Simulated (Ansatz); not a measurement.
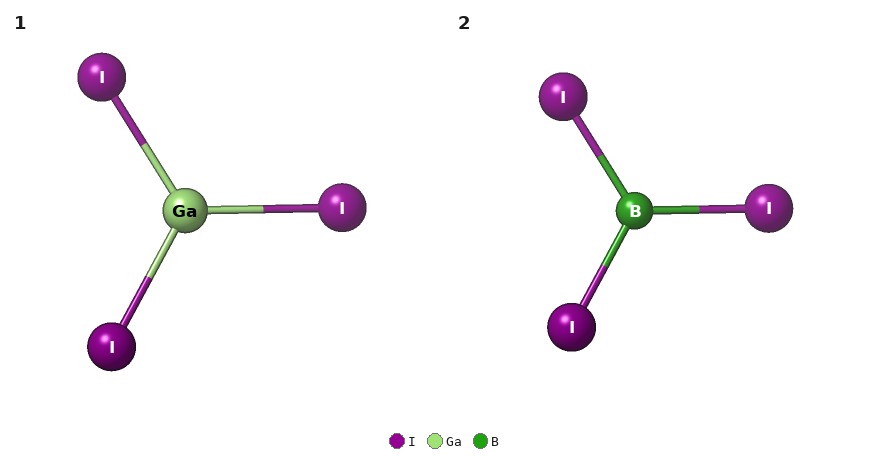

2 molecules with one skeleton, seen from the same side and at one scale. Each species is neutral and a spin singlet. Computed geometries: PBE0-D4/def2-TZVP optimisations, one conformation each. Properties computed with Ansatz 0.2.0. Elements past Kr carry core potentials.

One atom differs, called X below: Ga in panel 1, B in panel 2. Their formulas are GaI3 (`[I][Ga]([I])[I]`), BI3 (`IB(I)I`).

In which is the HOMO–LUMO gap larger (PBE0-D4/def2-TZVPP)?

In panel 1 (X = Ga).

In which is the HOMO energy (Kohn–Sham orbital) higher (PBE0-D4/def2-TZVPP)?

In panel 2 (X = B).

Give the values. With PBE0-D4/def2-TZVP: mean length of X–I (Å), mean angle I–X–I (°), harmonic zero-point energy (kJ/mol). With PBE0-D4/def2-TZVPP: HOMO energy (Kohn–Sham orbital) (eV), HOMO–LUMO gap (eV).

```csv
quantity,1 (Ga),2 (B),2 − 1
mean length of X–I (Å),2.468,2.110,−0.358
mean angle I–X–I (°),120.0,120.0,0.0
HOMO energy (Kohn–Sham orbital) (eV),−7.77,−7.38,+0.39
HOMO–LUMO gap (eV),5.25,4.87,−0.38
harmonic zero-point energy (kJ/mol),5.7,13.0,+7.3
```
